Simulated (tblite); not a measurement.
# Geometry relaxation, with input and output: C3H10FOSi2 (part 4 of 4)

The same run, continued: C3H10FOSi2, multiplicity 2, SMILES CC(C)[SiH]O[SiH2]F; GFN2-xTB geometry optimisation, gas phase (tblite 0.8.0). It belongs to a series of runs on one base structure; here: H removed from Si.

Geometry of the input (Å):
```
C  -1.3014  1.1212  0.5911
C  -1.1977  0.0110  -0.4464
C  -1.9887  -1.1931  -0.0179
Si 0.5688  -0.3759  -0.8609
O  1.5162  -0.7713  0.5450
Si 3.0606  -0.0697  0.2249
F  4.3059  -0.8691  1.0098
H  -1.5668  0.7056  1.5964
H  -0.3389  1.6438  0.5838
H  -2.1264  1.7780  0.2561
H  -1.6630  0.4119  -1.3704
H  -2.4925  -1.5816  -0.9475
H  -1.3774  -2.0044  0.3891
H  -2.8388  -0.9330  0.6590
H  1.1559  0.8585  -1.4189
H  3.2799  -0.0261  -1.2205
H  2.9971  1.3064  0.7161
```

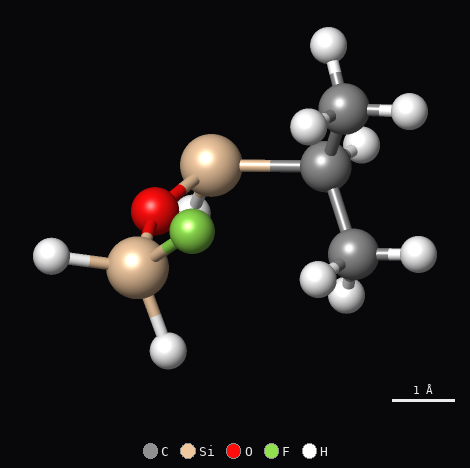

The geometry at step 150 of the log (ball-and-stick view, seen at a tilt).

**Trajectory as extended XYZ, continued**
```
17
Properties=species:S:1:pos:R:3:forces:R:3 step=132 energy=-650.25671
C    -0.9319    1.1278    0.5455   -0.0120   0.0020   0.0040
C    -1.2350    0.0885   -0.5337    0.0000   0.0020   0.0010
C    -1.6430   -1.2316    0.1189   -0.0040  -0.0060   0.0010
Si    0.2717   -0.1106   -1.7023    0.0220   0.0210   0.0410
O     1.6488   -0.1869   -0.8154    0.0150  -0.0030  -0.0040
Si    2.6405   -0.0985    0.4418   -0.0130  -0.0440  -0.0110
F     2.1816   -1.2376    1.4801   -0.0140   0.0150  -0.0010
H    -0.1552    0.7630    1.2153    0.0030  -0.0010  -0.0190
H    -0.5984    2.0682    0.1103   -0.0060   0.0020  -0.0070
H    -1.8235    1.3248    1.1403   -0.0090   0.0020   0.0140
H    -2.0796    0.4556   -1.1263   -0.0050  -0.0100  -0.0290
H    -2.0031   -1.9406   -0.6248    0.0230   0.0180   0.0160
H    -0.7935   -1.6748    0.6351   -0.0220  -0.0060   0.0280
H    -2.4362   -1.0658    0.8481    0.0010  -0.0200  -0.0080
H     0.5122    1.0389   -2.5768    0.0080   0.0220   0.0050
H     3.9599   -0.4608   -0.0276    0.0150  -0.0080  -0.0220
H     2.4778    1.1525    1.1605   -0.0030   0.0150  -0.0100
17
Properties=species:S:1:pos:R:3:forces:R:3 step=136 energy=-650.25833
C    -0.9415    1.1308    0.5431    0.0050   0.0110  -0.0060
C    -1.2385    0.0900   -0.5359    0.0000  -0.0120   0.0250
C    -1.6373   -1.2329    0.1187   -0.0130   0.0030   0.0150
Si    0.2756   -0.0988   -1.6948   -0.0130  -0.0040  -0.0300
O     1.6562   -0.1623   -0.8143    0.0100  -0.0080  -0.0070
Si    2.6478   -0.1068    0.4438    0.0320   0.0330   0.0160
F     2.1527   -1.2234    1.4885   -0.0120  -0.0260   0.0020
H    -0.1433    0.7805    1.1944    0.0000  -0.0140   0.0120
H    -0.6321    2.0778    0.1052   -0.0220   0.0230  -0.0100
H    -1.8248    1.3077    1.1564   -0.0060   0.0030  -0.0010
H    -2.0827    0.4516   -1.1349    0.0200  -0.0340   0.0160
H    -1.9927   -1.9445   -0.6232    0.0190  -0.0070  -0.0180
H    -0.7881   -1.6728    0.6388   -0.0100   0.0180   0.0070
H    -2.4325   -1.0745    0.8468   -0.0130   0.0030  -0.0020
H     0.5002    1.0442   -2.5818    0.0230   0.0260   0.0200
H     3.9584   -0.5020   -0.0296   -0.0270  -0.0060   0.0020
H     2.5156    1.1474    1.1676    0.0070  -0.0090  -0.0410
17
Properties=species:S:1:pos:R:3:forces:R:3 step=139 energy=-650.25987
C    -0.9468    1.1428    0.5371    0.0030  -0.0090  -0.0010
C    -1.2369    0.0943   -0.5356    0.0080  -0.0100  -0.0020
C    -1.6099   -1.2335    0.1232    0.0080  -0.0060   0.0030
Si    0.2737   -0.0828   -1.7012    0.0160   0.0010  -0.0130
O     1.6586   -0.1561   -0.8257   -0.0130  -0.0100  -0.0100
Si    2.6312   -0.1231    0.4491   -0.0160   0.0110  -0.0400
F     2.0801   -1.2124    1.4945   -0.0020  -0.0300   0.0090
H    -0.1273    0.8040    1.1673    0.0110   0.0250   0.0380
H    -0.6723    2.1010    0.0994   -0.0020  -0.0070  -0.0250
H    -1.8189    1.2965    1.1718   -0.0260  -0.0120  -0.0030
H    -2.0881    0.4352   -1.1352   -0.0090   0.0040   0.0240
H    -1.9606   -1.9463   -0.6194   -0.0050  -0.0240  -0.0050
H    -0.7483   -1.6629    0.6300    0.0130   0.0080   0.0270
H    -2.3964   -1.0911    0.8633   -0.0320   0.0140  -0.0130
H     0.4970    1.0683   -2.5767    0.0250   0.0320   0.0130
H     3.9314   -0.5631   -0.0068    0.0120  -0.0220   0.0040
H     2.5265    1.1411    1.1539    0.0090   0.0350  -0.0040
17
Properties=species:S:1:pos:R:3:forces:R:3 step=143 energy=-650.26314
C    -0.9586    1.1518    0.5417   -0.0080  -0.0400  -0.0020
C    -1.2299    0.0943   -0.5274    0.0450   0.0150  -0.0610
C    -1.5931   -1.2346    0.1326    0.0210  -0.0270  -0.0430
Si    0.2781   -0.0658   -1.7064   -0.0510   0.0370  -0.0110
O     1.6744   -0.1679   -0.8538   -0.0710  -0.0030  -0.0160
Si    2.6212   -0.1358    0.4373    0.0160  -0.0300   0.0880
F     2.0459   -1.2111    1.4891   -0.0030   0.0600  -0.0370
H    -0.1392    0.8235    1.1787    0.0180   0.0630   0.0110
H    -0.7013    2.1128    0.0994    0.0260  -0.0230  -0.0030
H    -1.8361    1.2938    1.1723   -0.0220  -0.0130  -0.0080
H    -2.0851    0.4179   -1.1291   -0.0300   0.0440   0.0010
H    -1.9001   -1.9576   -0.6220   -0.0170  -0.0130   0.0720
H    -0.7376   -1.6401    0.6688   -0.0070   0.0020   0.0290
H    -2.4082   -1.1002    0.8445    0.0120  -0.0220  -0.0420
H     0.5080    1.1032   -2.5615   -0.0010  -0.0100   0.0460
H     3.9118   -0.6178    0.0076    0.0840  -0.0290  -0.0210
H     2.5429    1.1456    1.1172   -0.0120  -0.0120  -0.0030
17
Properties=species:S:1:pos:R:3:forces:R:3 step=147 energy=-650.26839
C    -0.9721    1.1600    0.5391   -0.0090   0.0120   0.0010
C    -1.2253    0.0957   -0.5278   -0.0370  -0.0100   0.0100
C    -1.5735   -1.2370    0.1339   -0.0200  -0.0050  -0.0120
Si    0.2785   -0.0423   -1.7060    0.0130  -0.0070  -0.0040
O     1.6748   -0.1731   -0.8574   -0.0130  -0.0120   0.0250
Si    2.6283   -0.1616    0.4325    0.0030   0.0060  -0.0590
F     1.9966   -1.1847    1.5005    0.0130   0.0080   0.0060
H    -0.1168    0.8879    1.1550   -0.0010  -0.0200  -0.0080
H    -0.7766    2.1325    0.0905   -0.0010  -0.0010  -0.0120
H    -1.8387    1.2531    1.1934   -0.0130   0.0120  -0.0050
H    -2.0883    0.4077   -1.1267   -0.0010   0.0330   0.0070
H    -1.8324   -1.9781   -0.6194    0.0410  -0.0490   0.0170
H    -0.7319   -1.6050    0.7175   -0.0200  -0.0100  -0.0150
H    -2.4286   -1.1252    0.8012    0.0300   0.0260   0.0170
H     0.5086    1.1492   -2.5229    0.0130   0.0370  -0.0040
H     3.9004   -0.7050    0.0039   -0.0170   0.0050   0.0300
H     2.5901    1.1378    1.0817    0.0190  -0.0220   0.0060
17
Properties=species:S:1:pos:R:3:forces:R:3 step=150 energy=-650.27070
C    -0.9939    1.1757    0.5309   -0.0120  -0.0110  -0.0190
C    -1.2267    0.0994   -0.5302    0.0140   0.0050  -0.0170
C    -1.5378   -1.2389    0.1373    0.0050  -0.0210   0.0130
Si    0.2770   -0.0119   -1.7150    0.0140   0.0580  -0.0020
O     1.6716   -0.1954   -0.8716   -0.0210  -0.0190   0.0190
Si    2.6144   -0.1941    0.4259    0.0120   0.0070  -0.0510
F     1.9229   -1.1556    1.5141    0.0250   0.0060   0.0100
H    -0.1091    0.9510    1.1226    0.0180  -0.0440   0.0000
H    -0.8621    2.1564    0.0778   -0.0010   0.0030  -0.0220
H    -1.8446    1.2233    1.2100   -0.0250   0.0220  -0.0010
H    -2.1007    0.3902   -1.1230   -0.0080   0.0250  -0.0050
H    -1.7751   -1.9963   -0.6073   -0.0070  -0.0030   0.0110
H    -0.6864   -1.5852    0.7185    0.0170   0.0110   0.0150
H    -2.3890   -1.1398    0.8113    0.0060  -0.0110  -0.0060
H     0.5312    1.2127   -2.4807   -0.0120  -0.0160   0.0170
H     3.8683   -0.8040    0.0334   -0.0350   0.0000   0.0180
H     2.6328    1.1245    1.0349    0.0120  -0.0130   0.0200
17
Properties=species:S:1:pos:R:3:forces:R:3 step=154 energy=-650.27227
C    -1.0048    1.1766    0.5247   -0.0140  -0.0080  -0.0110
C    -1.2259    0.0949   -0.5327   -0.0210   0.0040  -0.0120
C    -1.5292   -1.2429    0.1414    0.0140   0.0160  -0.0150
Si    0.2800    0.0054   -1.7141   -0.0120  -0.0040  -0.0060
O     1.6731   -0.1955   -0.8742   -0.0160  -0.0120  -0.0140
Si    2.6204   -0.1987    0.4179   -0.0010  -0.0200   0.0500
F     1.9206   -1.1455    1.5147    0.0130   0.0130   0.0080
H    -0.1272    0.9527    1.1285   -0.0040  -0.0130  -0.0090
H    -0.8716    2.1536    0.0647    0.0350   0.0170  -0.0120
H    -1.8659    1.2313    1.1896   -0.0170   0.0060   0.0260
H    -2.0987    0.3849   -1.1294   -0.0070  -0.0250   0.0150
H    -1.7753   -2.0033   -0.5963    0.0020  -0.0120  -0.0150
H    -0.6726   -1.5871    0.7162    0.0210   0.0190   0.0060
H    -2.3730   -1.1414    0.8229   -0.0170  -0.0050   0.0100
H     0.5250    1.2470   -2.4501    0.0050   0.0210  -0.0120
H     3.8607   -0.8398    0.0406    0.0070   0.0000  -0.0200
H     2.6576    1.1199    1.0245    0.0130   0.0040   0.0110
17
Properties=species:S:1:pos:R:3:forces:R:3 step=157 energy=-650.27331
C    -1.0138    1.1837    0.5217   -0.0190  -0.0010  -0.0020
C    -1.2301    0.0967   -0.5306    0.0050  -0.0160  -0.0210
C    -1.5149   -1.2447    0.1437   -0.0140  -0.0130   0.0020
Si    0.2757    0.0200   -1.7140    0.0090  -0.0120   0.0100
O     1.6683   -0.2039   -0.8772    0.0010   0.0000   0.0090
Si    2.6193   -0.2086    0.4144   -0.0280  -0.0070  -0.0350
F     1.9015   -1.1357    1.5137    0.0030  -0.0160   0.0550
H    -0.1396    0.9562    1.1291   -0.0060   0.0080   0.0020
H    -0.8725    2.1579    0.0559    0.0240  -0.0100   0.0090
H    -1.8783    1.2470    1.1830    0.0080  -0.0040   0.0040
H    -2.1087    0.3729   -1.1239   -0.0140  -0.0060  -0.0020
H    -1.7400   -2.0101   -0.5958    0.0040  -0.0100  -0.0170
H    -0.6602   -1.5768    0.7291    0.0130   0.0440  -0.0080
H    -2.3698   -1.1594    0.8141   -0.0030   0.0060   0.0170
H     0.5272    1.2736   -2.4268    0.0030   0.0240  -0.0170
H     3.8505   -0.8705    0.0434    0.0050  -0.0030  -0.0240
H     2.6785    1.1137    1.0091    0.0090   0.0160   0.0180
17
Properties=species:S:1:pos:R:3:forces:R:3 step=161 energy=-650.27520
C    -1.0292    1.1867    0.5159    0.0410  -0.0030   0.0160
C    -1.2380    0.0973   -0.5358   -0.0160   0.0240   0.0060
C    -1.5022   -1.2464    0.1422    0.0110   0.0150  -0.0040
Si    0.2708    0.0398   -1.7151   -0.0070  -0.0200  -0.0280
O     1.6499   -0.2051   -0.8639    0.0070   0.0080  -0.0020
Si    2.6184   -0.2194    0.4130    0.0050   0.0460   0.0390
F     1.9072   -1.1200    1.5388   -0.0100  -0.0310   0.0300
H    -0.1630    0.9562    1.1332    0.0160  -0.0140   0.0090
H    -0.8679    2.1580    0.0502   -0.0350  -0.0080   0.0150
H    -1.8972    1.2551    1.1715   -0.0100   0.0200  -0.0200
H    -2.1231    0.3641   -1.1229   -0.0110  -0.0070  -0.0250
H    -1.7166   -2.0168   -0.5950   -0.0030  -0.0150  -0.0080
H    -0.6372   -1.5581    0.7234    0.0020   0.0110   0.0040
H    -2.3545   -1.1716    0.8174    0.0040   0.0000   0.0030
H     0.5351    1.2978   -2.4189   -0.0060  -0.0010   0.0160
H     3.8291   -0.9080    0.0229    0.0060   0.0000  -0.0170
H     2.7114    1.1024    1.0121    0.0050  -0.0250  -0.0320
17
Properties=species:S:1:pos:R:3:forces:R:3 step=164 energy=-650.27616
C    -1.0442    1.1904    0.5137   -0.0110  -0.0020  -0.0110
C    -1.2423    0.1003   -0.5398    0.0020   0.0020  -0.0110
C    -1.4892   -1.2449    0.1410   -0.0040   0.0030   0.0020
Si    0.2704    0.0515   -1.7147    0.0210   0.0020   0.0070
O     1.6424   -0.2074   -0.8544   -0.0190   0.0020  -0.0200
Si    2.6223   -0.2322    0.4135   -0.0150   0.0020   0.0230
F     1.9059   -1.1088    1.5567    0.0100  -0.0020  -0.0040
H    -0.1784    0.9655    1.1343   -0.0060  -0.0050  -0.0020
H    -0.8933    2.1640    0.0505   -0.0050   0.0020   0.0010
H    -1.9186    1.2521    1.1616    0.0090   0.0060   0.0060
H    -2.1284    0.3550   -1.1319   -0.0010   0.0030   0.0100
H    -1.6924   -2.0225   -0.5930    0.0080   0.0050   0.0110
H    -0.6200   -1.5388    0.7253    0.0010  -0.0080  -0.0060
H    -2.3418   -1.1797    0.8167   -0.0060  -0.0020  -0.0030
H     0.5396    1.3227   -2.3926   -0.0020  -0.0040   0.0030
H     3.8121   -0.9493    0.0107    0.0130  -0.0050  -0.0020
H     2.7488    1.0940    0.9912    0.0050   0.0020  -0.0030
17
Properties=species:S:1:pos:R:3:forces:R:3 step=168 energy=-650.27629
C    -1.0528    1.1919    0.5127    0.0050   0.0020   0.0020
C    -1.2441    0.1006   -0.5407   -0.0030   0.0010   0.0020
C    -1.4885   -1.2447    0.1408    0.0010   0.0010   0.0000
Si    0.2722    0.0565   -1.7114   -0.0030   0.0000  -0.0030
O     1.6416   -0.2104   -0.8509   -0.0030   0.0000  -0.0030
Si    2.6278   -0.2366    0.4122    0.0040   0.0060  -0.0010
F     1.9128   -1.1041    1.5623    0.0010  -0.0080   0.0060
H    -0.1867    0.9710    1.1345   -0.0020  -0.0020  -0.0050
H    -0.9058    2.1662    0.0495   -0.0040   0.0000   0.0010
H    -1.9269    1.2506    1.1612    0.0020   0.0020  -0.0030
H    -2.1301    0.3522   -1.1337   -0.0010   0.0020  -0.0010
H    -1.6843   -2.0243   -0.5924    0.0000  -0.0010  -0.0040
H    -0.6207   -1.5355    0.7286    0.0010   0.0000   0.0030
H    -2.3452   -1.1822    0.8117    0.0000  -0.0020   0.0010
H     0.5428    1.3310   -2.3820    0.0000  -0.0010   0.0010
H     3.8119   -0.9616    0.0049    0.0040  -0.0040   0.0010
H     2.7689    1.0915    0.9817   -0.0010   0.0030   0.0010
```

**Summary**

```csv
quantity,value
outcome,converged
total energy,−650.2763 eV
hardware,"1 CPU thread, shared host"
wall time,1.3 s
peak memory,0.18 GiB
```
